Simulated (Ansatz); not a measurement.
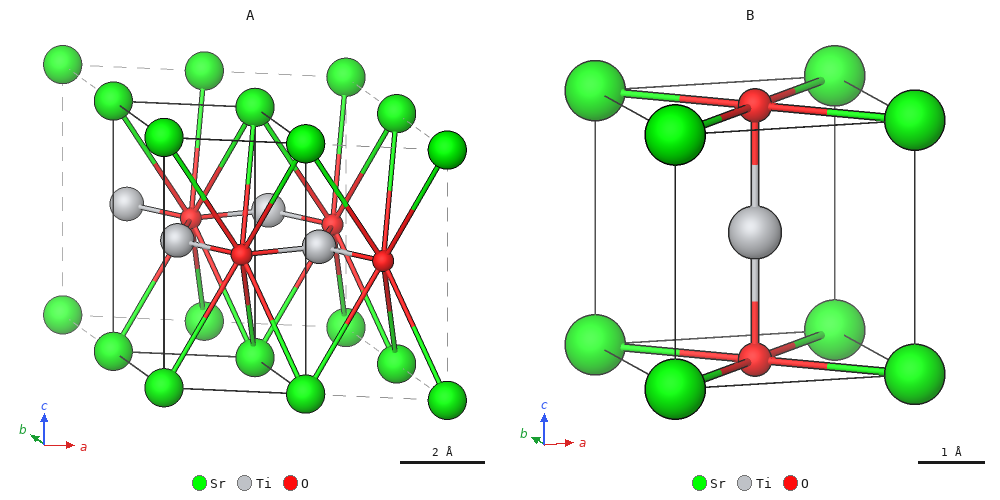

Two structures of SrTiO, each relaxed to rest (conventional cells in solid outline, small ones repeated, not to one scale). Method: Ansatz 0.2.0, DFT PBE, scalar-relativistic, plane waves, PAW, with collinear spins.

**Which two forms are compared?**

A: 3 atoms a cell on a primitive hexagonal lattice, P-6m2. B: 3 atoms a cell on a primitive tetragonal lattice, P4/mmm.

**Which structure is more stable?**

B is lower, by 374 meV/atom at this level of theory (energies at zero smearing). Volumes: A 21.6, B 19.7 Å³/atom.

One or both may be structure types tried for this composition rather than known phases.
